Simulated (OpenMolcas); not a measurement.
```
&GATEWAY
Basis set
V.ANO-RCC-VDZP.
V1 0.0 0.0 0.0 Angstrom
End of basis
Basis set
O.ANO-RCC-VDZP.
L1 2.195000 0.000000 0.000000 Angstrom
L2 0.000000 2.195000 0.000000 Angstrom
L3 0.000000 0.000000 2.195000 Angstrom
End of basis
Basis set
Mg.EMB-AIMP.Pascual.10s4p.1s1p.ECP.MgO.
PseudoCharge
* 3 symmetry-unique lattice sites within 7.6 angstrom
End of basis
Basis set
Mg.EMB-AIMP.Pascual.0s.0s.ECP.MgO.
PseudoCharge
* 40 symmetry-unique lattice sites within 7.6 angstrom
End of basis
Basis set
O.EMB-AIMP.Pascual.0s.0s.ECP.MgO.
PseudoCharge
* 55 symmetry-unique lattice sites within 7.6 angstrom
End of basis
Symmetry
XYZ
AngMom=0.0 0.0 0.0
AMFI
RICD
XField
997 Angstrom 0
* Evjen-weighted lattice charges
&SEWARD
&RASSCF
FileOrb=start.orb
Symmetry=1
Spin=4
nActEl=3 0 0
Inactive=18 21
Ras2=5 0
CIRoot=10 10 1
SDav=10
CIMx=300
Iter=150 100
PrWF=0.3
OrbListing=Nothing
MaxOrb=0
LevShft=1.0
>>> COPY $Project.JobIph JOB001
&RASSCF
FileOrb=start.orb
Symmetry=1
Spin=2
nActEl=3 0 0
Inactive=18 21
Ras2=5 0
CIRoot=40 40 1
SDav=40
CIMx=300
Iter=150 100
PrWF=0.3
OrbListing=Nothing
MaxOrb=0
LevShft=1.0
>>> COPY $Project.JobIph JOB002
&RASSI
NrOfJobIphs=2 10 40
1 2 3 4 5 6 7 8 9 10
1 2 3 4 5 6 7 8 9 10 11 12 13 14 15 16 17 18 19 20 21 22 23 24 25 26 27
28 29 30 31 32 33 34 35 36 37 38 39 40
IphNames
JOB001
JOB002
EJob
SpinOrbit
DIPRint=1.0
SOCoupling=1000.0
Subsets=2
Property=9
'ANGMOM' 1 'ANGMOM' 2 'ANGMOM' 3 'MLTPL  1' 1 'MLTPL  1' 2 'MLTPL  1' 3
'AMFI' 1 'AMFI' 2 'AMFI' 3
SOProperty=3
'ANGMOM' 1 'ANGMOM' 2 'ANGMOM' 3
```

Launched with:
```bash
OMP_NUM_THREADS=1 MOLCAS_MEM=2457 MOLCAS_PROJECT=a pymolcas a.inp > a.log  # once for each step of the input, in one work folder
```

Computed with OpenMolcas: state-averaged CASSCF, active space 3 electrons in the shell 3d, basis ANO-RCC-VDZP on all atoms, DKH2 scalar Hamiltonian, spin-orbit coupling by RASSI with atomic mean-field integrals. Powder susceptibility by Van Vleck's formula.

V²⁺ (3d³) as a dopant in MgO, a cluster with its 6 nearest O²⁻ at 2.195 Å (octahedron) embedded in model potentials and point charges; the geometry was set, not optimised. The cluster and the levels that result:

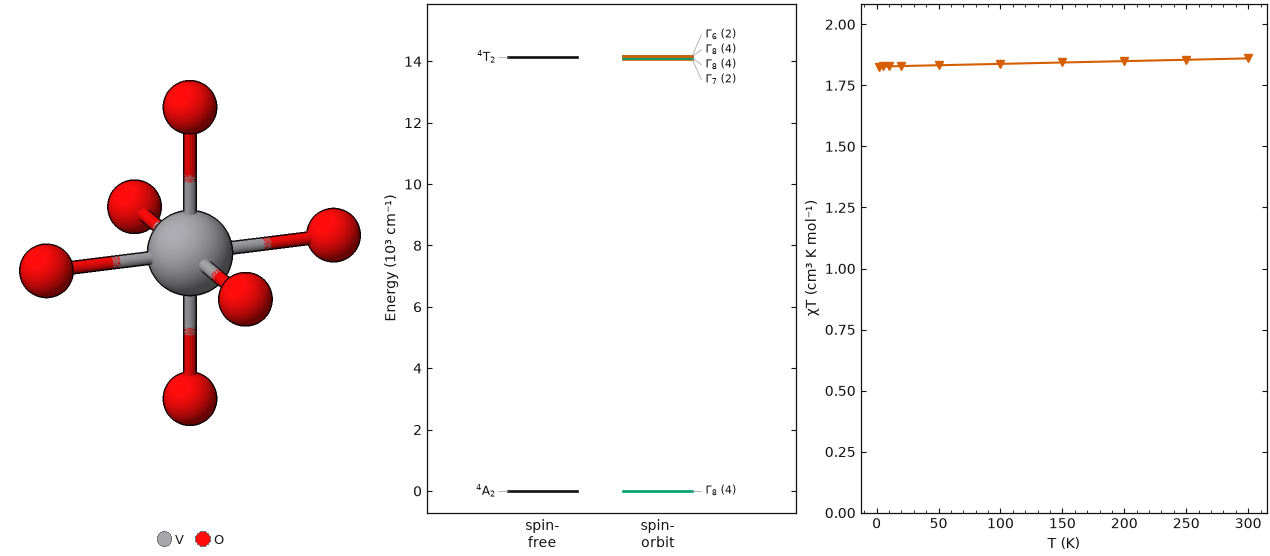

Labels give the representation in O, Td, D4 or D3 as the site allows (double group for half-integer spin) where it could be assigned and, in brackets, the degeneracy; spin-free states, where drawn, share the zero of the spin-orbit levels.

The ground level is Γ₈, 4-fold degenerate, 100 % from states of spin multiplicity 4. The next level lies at 14,100 cm⁻¹ (Γ₇). The lowest spin-free state is ⁴A₂; of the same spin there follows at 14,100 cm⁻¹ (⁴T₂) above it. A ligand-field fit to the spin-free states gives |10Dq| = 14,300 cm⁻¹, B = 920 and C = 3,210 cm⁻¹ (rms misfit 100 cm⁻¹). χT is 1.83 cm³ K mol⁻¹ at 2 K and 1.86 at 300 K, an effective moment of 3.86 μB. The active orbitals hold 91 to 96 % metal character (Löwdin), and the Mulliken charge of the metal is +1.48.

Note: the geometry is set by hand, with no relaxation and no charge compensation.
